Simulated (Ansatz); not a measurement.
## Run report: WH₆ClOF, geometry relaxation

- system: WH₆ClOF
- method: RKS PBE0/def2-SVP (Ansatz 0.2.0)

It belongs to a series of runs on one base structure; here: end point B relaxed. Figures and captions count atoms from 1; the log counts them from 0 in places.

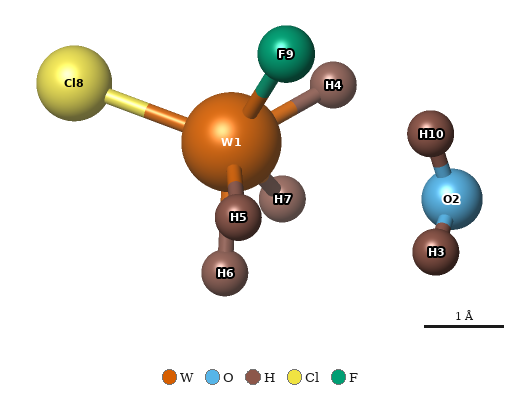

**Figure 1.** The input geometry (ball-and-stick view, seen at a tilt; atoms are numbered from 1 in the order of the input). Sticks mark near contacts.

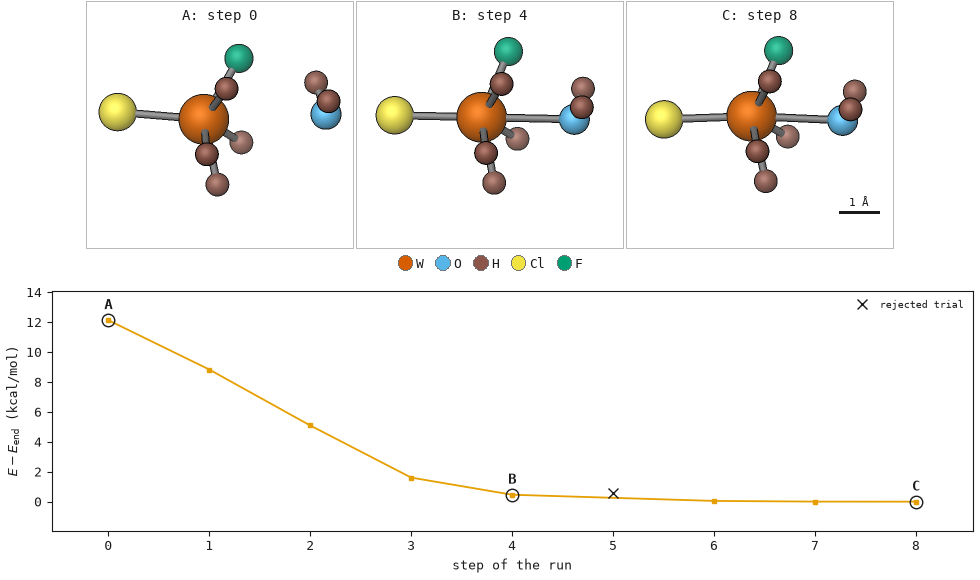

**Figure 2.** Frames of the relaxation (ball-and-stick view, seen at a tilt) above the curves, on which the letters mark them (the first geometry is step 0 here and step 1 in the log).

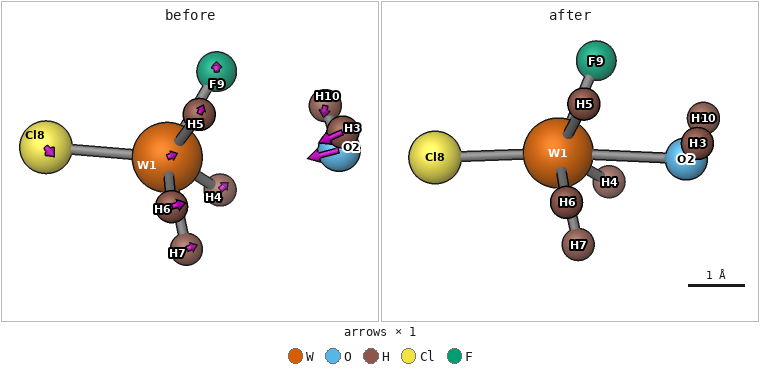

**Figure 3.** Before (left) and after (right) the relaxation, at one scale (ball-and-stick view, seen at a tilt). The pink arrows give the displacements, at true length. The energy falls by 12.1 kcal/mol in 8 geometry steps. The largest force component goes from 0.88 to 0.027 eV/Å. The line search rejected the trial step at point 5 (counted from 0) and went back. The largest move after the best rigid fit is that of O2, 0.61 Å. By element the largest moves are O 0.61 Å, H 0.50 Å, Cl 0.28 Å, F 0.22 Å, W 0.22 Å. Among the contacts that change: W1–O2 3.121 → 2.335 Å, W1–F9 1.892 → 1.950 Å, O2–H10 0.985 → 0.971 Å, W1–Cl8 2.229 → 2.239 Å. New bonds form: W1–O2 (3.12 → 2.34 Å). Among the angles that change: H7–W1–Cl8 106.0° → 99.7°, H5–W1–H7 113.4° → 118.8°, H4–W1–H5 125.0° → 129.8°. (Atoms are counted from 1 in the order of the input.)

These pictures come from the run below.

**Input**
```yaml
crystal:
  periodic: [false, false, false]
  atoms:
    - { symbol: W, position_ang: [0.195258, 0.175897, -0.497134] }
    - { symbol: O, position_ang: [0.225868, 0.100763, 2.623058] }
    - { symbol: H, position_ang: [-0.563288, 0.608416, 2.846933] }
    - { symbol: H, position_ang: [1.385143, -0.752746, 0.212777] }
    - { symbol: H, position_ang: [-0.867028, 1.16725, 0.327855] }
    - { symbol: H, position_ang: [-1.377437, -0.380192, -0.255022] }
    - { symbol: H, position_ang: [-0.103679, -1.466773, -0.266286] }
    - { symbol: Cl, position_ang: [0.368053, 0.463443, -2.700818] }
    - { symbol: F, position_ang: [1.293359, 1.446282, 0.374547] }
    - { symbol: H, position_ang: [0.87165, 0.79126, 2.347489] }
basis:
  gaussian: { orbitals: def2-SVP }
hamiltonian:
  xc: pbe0
relax:
  f_tol: 0.03
  max_steps: 50
```

Launch command:
```bash
ansatz run input.yaml --threads 2 --pin off --max-ram 3072MiB --backend cpu --events-out ev --progress --plain --runs-dir out
```

**What the program printed**
```
The last accepted step is kept in [file] (removed where the run ends without a failure and the disk answers)
Engine: ansatz 0.2.0, aarch64-unknown-linux-gnu
Functional definition: PBE0
  parameter a = 0.25
  parameter kappa = 0.804
  parameter beta = 0.06672455060314922
  exchange = (1 - a)*pbe_x(kappa = kappa, mu = beta*pi^2/3) + a*exact_x
  correlation = pbe_c(beta = beta)
1137 factors; integrals over basis functions are off by at most 4.3e-4 eV
mean field evaluation 1: about -19188.4134 eV, gradient 5.2e1 eV
mean field evaluation 2: about -19162.9683 eV, gradient 1.2e2 eV
mean field evaluation 4: about -19192.9453 eV, gradient 1.3e1 eV
mean field evaluation 8: about -19193.4313 eV, gradient 4.9e-1 eV
mean field evaluation 16: about -19193.4319 eV, gradient 1.8e-4 eV
mean field -19193.43186416 eV, -705.3456112324 hartree, gradient 5.2e-5 eV, S^2 0.000000; 0 other end points of the search recorded, 0 dependent functions left out
the calculation of the forces begins
reference -19193.43191118 eV, -705.3456129606 hartree; 27, 27 occupied and 81, 81 virtual orbitals, 1137 factors
relax step   1: F+E_penalty+E_count = -19193.43186416 eV  Δ(F+E_penalty+E_count) = +0.000e0 eV  max|allowed force component| = 8.789e-1 eV/Å  Δτ_max = 0.0000 Å  (31 SCF iters, accepted)
these checks for a lower state are left out or cut short: starts, cluster_reference, orbital_swaps, neighbouring_geometries, increment
1137 factors; integrals over basis functions are off by at most 4.6e-4 eV
mean field -19193.57495712 eV, -705.3508698016 hartree, gradient 1.0e-5 eV, S^2 0.000000; 0 other end points of the search recorded, 0 dependent functions left out
the calculation of the forces begins
reference -19193.57500440 eV, -705.3508715394 hartree; 27, 27 occupied and 81, 81 virtual orbitals, 1137 factors
relax step   2: F+E_penalty+E_count = -19193.57495712 eV  Δ(F+E_penalty+E_count) = -1.431e-1 eV  max|allowed force component| = 1.412e0 eV/Å  Δτ_max = 0.1990 Å  (34 SCF iters, accepted)
these checks for a lower state are left out or cut short: starts, cluster_reference, orbital_swaps, neighbouring_geometries, increment
1137 factors; integrals over basis functions are off by at most 4.4e-4 eV
mean field evaluation 32: about -19193.7371 eV, gradient 1.3e-5 eV
mean field -19193.73711882 eV, -705.3568291344 hartree, gradient 1.3e-5 eV, S^2 0.000000; 0 other end points of the search recorded, 0 dependent functions left out
the calculation of the forces begins
reference -19193.73716644 eV, -705.3568308845 hartree; 27, 27 occupied and 81, 81 virtual orbitals, 1137 factors
relax step   3: F+E_penalty+E_count = -19193.73711882 eV  Δ(F+E_penalty+E_count) = -1.622e-1 eV  max|allowed force component| = 1.352e0 eV/Å  Δτ_max = 0.1910 Å  (35 SCF iters, accepted)
these checks for a lower state are left out or cut short: starts, cluster_reference, orbital_swaps, neighbouring_geometries, increment
1137 factors; integrals over basis functions are off by at most 3.4e-4 eV
mean field -19193.88827122 eV, -705.3623838826 hartree, gradient 1.8e-5 eV, S^2 0.000000; 0 other end points of the search recorded, 0 dependent functions left out
the calculation of the forces begins
reference -19193.88831940 eV, -705.3623856532 hartree; 27, 27 occupied and 81, 81 virtual orbitals, 1137 factors
relax step   4: F+E_penalty+E_count = -19193.88827122 eV  Δ(F+E_penalty+E_count) = -1.512e-1 eV  max|allowed force component| = 7.452e-1 eV/Å  Δτ_max = 0.1962 Å  (34 SCF iters, accepted)
these checks for a lower state are left out or cut short: starts, cluster_reference, orbital_swaps, neighbouring_geometries, increment
1137 factors; integrals over basis functions are off by at most 2.8e-4 eV
mean field -19193.93795173 eV, -705.3642096076 hartree, gradient 2.7e-5 eV, S^2 0.000000; 0 other end points of the search recorded, 0 dependent functions left out
the calculation of the forces begins
reference -19193.93800052 eV, -705.3642114007 hartree; 27, 27 occupied and 81, 81 virtual orbitals, 1137 factors
relax step   5: F+E_penalty+E_count = -19193.93795173 eV  Δ(F+E_penalty+E_count) = -4.968e-2 eV  max|allowed force component| = 3.518e-1 eV/Å  Δτ_max = 0.1476 Å  (34 SCF iters, accepted)
these checks for a lower state are left out or cut short: starts, cluster_reference, orbital_swaps, neighbouring_geometries, increment
1137 factors; integrals over basis functions are off by at most 3.2e-4 eV
mean field -19193.93269806 eV, -705.3640165390 hartree, gradient 2.2e-5 eV, S^2 0.000000; 0 other end points of the search recorded, 0 dependent functions left out
the calculation of the forces begins
reference -19193.93274654 eV, -705.3640183203 hartree; 27, 27 occupied and 81, 81 virtual orbitals, 1137 factors
relax step   6: F+E_penalty+E_count = -19193.93269806 eV  Δ(F+E_penalty+E_count) = +5.254e-3 eV  max|allowed force component| = 7.312e-1 eV/Å  Δτ_max = 0.1480 Å  (33 SCF iters, rejected (line search))
these checks for a lower state are left out or cut short: starts, cluster_reference, orbital_swaps, neighbouring_geometries, increment
1137 factors; integrals over basis functions are off by at most 2.9e-4 eV
mean field -19193.95591711 eV, -705.3648698234 hartree, gradient 1.2e-5 eV, S^2 0.000000; 0 other end points of the search recorded, 0 dependent functions left out
the calculation of the forces begins
reference -19193.95596580 eV, -705.3648716124 hartree; 27, 27 occupied and 81, 81 virtual orbitals, 1137 factors
relax step   7: F+E_penalty+E_count = -19193.95591711 eV  Δ(F+E_penalty+E_count) = -1.797e-2 eV  max|allowed force component| = 1.066e-1 eV/Å  Δτ_max = 0.0718 Å  (34 SCF iters, accepted)
these checks for a lower state are left out or cut short: starts, cluster_reference, orbital_swaps, neighbouring_geometries, increment
1137 factors; integrals over basis functions are off by at most 2.9e-4 eV
mean field evaluation 64: about -19193.9577 eV, gradient 2.5e-1 eV
mean field -19193.95784912 eV, -705.3649408234 hartree, gradient 1.6e-5 eV, S^2 0.000000; 0 other end points of the search recorded, 0 dependent functions left out
the calculation of the forces begins
reference -19193.95789781 eV, -705.3649426126 hartree; 27, 27 occupied and 81, 81 virtual orbitals, 1137 factors
relax step   8: F+E_penalty+E_count = -19193.95784912 eV  Δ(F+E_penalty+E_count) = -1.932e-3 eV  max|allowed force component| = 7.672e-2 eV/Å  Δτ_max = 0.0355 Å  (34 SCF iters, accepted)
these checks for a lower state are left out or cut short: starts, cluster_reference, orbital_swaps, neighbouring_geometries, increment
1137 factors; integrals over basis functions are off by at most 2.9e-4 eV
mean field -19193.95810002 eV, -705.3649500437 hartree, gradient 2.3e-5 eV, S^2 0.000000; 0 other end points of the search recorded, 0 dependent functions left out
the calculation of the forces begins
reference -19193.95814874 eV, -705.3649518339 hartree; 27, 27 occupied and 81, 81 virtual orbitals, 1137 factors
relax step   9: F+E_penalty+E_count = -19193.95810002 eV  Δ(F+E_penalty+E_count) = -2.509e-4 eV  max|allowed force component| = 2.690e-2 eV/Å  Δτ_max = 0.0131 Å  (35 SCF iters, accepted)
1137 factors; integrals over basis functions are off by at most 2.9e-4 eV
mean field -19193.95810002 eV, -705.3649500437 hartree, gradient 2.3e-5 eV, S^2 0.000000; 1 other end points of the search recorded, 0 dependent functions left out
the calculation of the forces begins
reference -19193.95814874 eV, -705.3649518339 hartree; 27, 27 occupied and 81, 81 virtual orbitals, 1137 factors
Total energy: -19193.95814874 eV, -705.3649518339 hartree
Atom 0 at     0.213244     0.243349    -0.291581 Å, force     0.026897     0.006357    -0.000589 eV/Å
Atom 1 at     0.117798    -0.001975     2.028808 Å, force     0.011442     0.014097    -0.006744 eV/Å
Atom 2 at    -0.663147     0.442444     2.381318 Å, force    -0.000395     0.004229     0.009666 eV/Å
Atom 3 at     1.471016    -0.629078     0.374694 Å, force    -0.005534    -0.004924    -0.000917 eV/Å
Atom 4 at    -0.825990     1.342414     0.425524 Å, force     0.001055    -0.003766     0.010830 eV/Å
Atom 5 at    -1.346766    -0.324211     0.012992 Å, force    -0.003183    -0.000474     0.001449 eV/Å
Atom 6 at    -0.059446    -1.401245    -0.056928 Å, force     0.000106    -0.003684     0.000241 eV/Å
Atom 7 at     0.227058     0.309524    -2.529716 Å, force     0.000463     0.001465     0.008707 eV/Å
Atom 8 at     1.425560     1.618593     0.374004 Å, force    -0.008109     0.001494    -0.011391 eV/Å
Atom 9 at     0.868571     0.553786     2.294284 Å, force    -0.022743    -0.014794    -0.011253 eV/Å
Dipole moment:    -0.199934     0.063349     0.518369 e Å
```

**Trajectory as extended XYZ (Å, eV, eV/Å), 9 frames, from step=1 to step=9**
```
10
Properties=species:S:1:pos:R:3:forces:R:3 step=1 energy=-19193.43186
W     0.1953    0.1759   -0.4971   -0.7964  -0.8789   0.0710
O     0.2259    0.1008    2.6231    0.4819   0.5180  -0.7622
H    -0.5633    0.6084    2.8469    0.0105   0.0114  -0.0106
H     1.3851   -0.7527    0.2128   -0.0141   0.0376  -0.0124
H    -0.8670    1.1672    0.3279    0.0060  -0.0186  -0.0234
H    -1.3774   -0.3802   -0.2550    0.0250  -0.0181  -0.0198
H    -0.1037   -1.4668   -0.2663   -0.0024   0.0207  -0.0021
Cl    0.3681    0.4634   -2.7008   -0.0002   0.0013  -0.0358
F     1.2934    1.4463    0.3745    0.7980   0.8612   0.5473
H     0.8717    0.7913    2.3475   -0.5084  -0.5346   0.2481
10
Properties=species:S:1:pos:R:3:forces:R:3 step=2 energy=-19193.57496
W     0.1873    0.1694   -0.4430   -0.0667  -0.0248   0.0635
O     0.1899    0.0915    2.4276    0.0690   1.4122  -0.1151
H    -0.5456    0.6019    2.8376    0.5002  -0.6468  -0.4854
H     1.3924   -0.7522    0.2344    0.0015  -0.0320   0.1630
H    -0.8761    1.1738    0.3491   -0.0362   0.0317   0.0903
H    -1.3850   -0.3896   -0.2404   -0.0607  -0.0276   0.0742
H    -0.1069   -1.4744   -0.2476   -0.0118  -0.0389   0.0450
Cl    0.3616    0.4559   -2.6559   -0.0301  -0.0477   0.1706
F     1.3291    1.4764    0.4007    0.2328   0.2836   0.0836
H     0.8811    0.8007    2.3509   -0.5980  -0.9096  -0.0898
10
Properties=species:S:1:pos:R:3:forces:R:3 step=3 energy=-19193.73712
W     0.1901    0.1816   -0.3772   -0.0750   0.0740   0.3373
O     0.1621    0.0822    2.2388    0.2263   1.3522   0.3231
H    -0.5480    0.5536    2.7349    0.3935  -0.6654  -0.7052
H     1.3885   -0.7442    0.3114    0.0220   0.0082   0.0986
H    -0.8770    1.1904    0.4052   -0.0343   0.0865  -0.0434
H    -1.3860   -0.3811   -0.1834   -0.0461  -0.0202   0.0864
H    -0.1033   -1.4669   -0.1968   -0.0134  -0.0251   0.0560
Cl    0.3564    0.4473   -2.5913   -0.0304  -0.0616   0.0664
F     1.3615    1.5244    0.3903    0.1462   0.1683   0.0529
H     0.8837    0.7663    2.2815   -0.5889  -0.9169  -0.2722
10
Properties=species:S:1:pos:R:3:forces:R:3 step=4 energy=-19193.88827
W     0.1885    0.2028   -0.3036    0.0585  -0.1255  -0.0124
O     0.1837    0.0492    2.1168   -0.1192   0.7452   0.2068
H    -0.5714    0.4915    2.5503    0.1877  -0.4079  -0.3572
H     1.3892   -0.7260    0.3832    0.0361   0.0403  -0.0065
H    -0.8888    1.2329    0.4367   -0.0278   0.1183   0.0409
H    -1.3896   -0.3695   -0.1140   -0.0226  -0.0019   0.1183
H    -0.1053   -1.4515   -0.1363   -0.0068   0.0221   0.0619
Cl    0.3440    0.4287   -2.5227   -0.0419  -0.0615  -0.0070
F     1.3916    1.5654    0.3911    0.0773   0.1408   0.1105
H     0.8860    0.7302    2.2120   -0.1413  -0.4699  -0.1553
10
Properties=species:S:1:pos:R:3:forces:R:3 step=5 energy=-19193.93795
W     0.1958    0.2172   -0.2913    0.1189   0.0311   0.0912
O     0.1410    0.0209    2.0716    0.0048   0.3518   0.0426
H    -0.6334    0.4939    2.4164    0.1394  -0.2004  -0.0987
H     1.4357   -0.6796    0.3691    0.0194   0.0092   0.0198
H    -0.8451    1.2774    0.4644   -0.0743   0.0905  -0.0614
H    -1.3682   -0.3630   -0.0218   -0.0160   0.0174   0.0404
H    -0.0869   -1.4352   -0.0943    0.0233   0.0204   0.0376
Cl    0.2988    0.3909   -2.5159   -0.0632  -0.0478  -0.0871
F     1.4096    1.5977    0.3627   -0.0204  -0.0410   0.0787
H     0.8806    0.6335    2.2524   -0.1320  -0.2312  -0.0630
10
Properties=species:S:1:pos:R:3:forces:R:3 step=6 energy=-19193.93270 accepted=F
W     0.2314    0.2345   -0.2956   -0.7312   0.0104   0.3110
O     0.1155   -0.0171    2.0113    0.0147  -0.0282  -0.0372
H    -0.6725    0.4081    2.3653   -0.1015   0.0697   0.0472
H     1.5083   -0.6146    0.3888   -0.1074  -0.0029  -0.0741
H    -0.8255    1.3884    0.3684    0.2571  -0.3019   0.0116
H    -1.3533   -0.3100    0.0464    0.3558   0.0640  -0.1456
H    -0.0573   -1.4065   -0.0144    0.0516   0.0680  -0.0801
Cl    0.1971    0.3234   -2.5280    0.0544  -0.0528  -0.0712
F     1.4268    1.6089    0.3784    0.1443   0.1143  -0.0019
H     0.8574    0.5385    2.2928    0.0622   0.0594   0.0402
10
Properties=species:S:1:pos:R:3:forces:R:3 step=7 energy=-19193.95592
W     0.2067    0.2366   -0.2884    0.0215  -0.0856  -0.0333
O     0.1291    0.0084    2.0377    0.0051   0.1066   0.0579
H    -0.6481    0.4597    2.3936    0.0197  -0.0571  -0.0257
H     1.4556   -0.6514    0.3743   -0.0037   0.0214   0.0038
H    -0.8413    1.3216    0.4364    0.0083   0.0175  -0.0022
H    -1.3560   -0.3390   -0.0010    0.0143   0.0178   0.0213
H    -0.0660   -1.4135   -0.0701   -0.0005   0.0414   0.0056
Cl    0.2519    0.3371   -2.5244   -0.0155  -0.0084   0.0022
F     1.4205    1.6058    0.3851    0.0031   0.0344   0.0087
H     0.8755    0.5882    2.2701   -0.0525  -0.0881  -0.0383
10
Properties=species:S:1:pos:R:3:forces:R:3 step=8 energy=-19193.95785
W     0.2154    0.2425   -0.2914   -0.0767   0.0134   0.0260
O     0.1140   -0.0022    2.0270    0.0636   0.0199   0.0063
H    -0.6637    0.4441    2.3838   -0.0119   0.0059  -0.0006
H     1.4708   -0.6329    0.3764   -0.0016   0.0082  -0.0061
H    -0.8237    1.3419    0.4296    0.0131  -0.0234  -0.0270
H    -1.3450   -0.3251    0.0177    0.0181   0.0058  -0.0226
H    -0.0584   -1.4023   -0.0582    0.0036  -0.0023   0.0007
Cl    0.2278    0.3117   -2.5302    0.0027  -0.0001   0.0178
F     1.4240    1.6188    0.3770    0.0200  -0.0028  -0.0017
H     0.8666    0.5569    2.2817   -0.0309  -0.0246   0.0072
10
Properties=species:S:1:pos:R:3:forces:R:3 step=9 energy=-19193.95810
W     0.2132    0.2433   -0.2916    0.0269   0.0064  -0.0006
O     0.1178   -0.0020    2.0288    0.0114   0.0141  -0.0067
H    -0.6631    0.4424    2.3813   -0.0004   0.0042   0.0097
H     1.4710   -0.6291    0.3747   -0.0055  -0.0049  -0.0009
H    -0.8260    1.3424    0.4255    0.0011  -0.0038   0.0108
H    -1.3468   -0.3242    0.0130   -0.0032  -0.0005   0.0014
H    -0.0594   -1.4012   -0.0569    0.0001  -0.0037   0.0002
Cl    0.2271    0.3095   -2.5297    0.0005   0.0015   0.0087
F     1.4256    1.6186    0.3740   -0.0081   0.0015  -0.0114
H     0.8686    0.5538    2.2943   -0.0227  -0.0148  -0.0113
```

**Key numbers**

- outcome: converged
- total energy: −19193.9581 eV
- mean-field energy: −19193.9581 eV
- largest force (length of the vector) at the end: 0.029 eV/Å
- hardware: 2 threads of Arm Neoverse V2, 24 GiB of memory available, shared host
- wall time: 31 s (CPU time 60 s)
- peak memory: 0.24 GiB
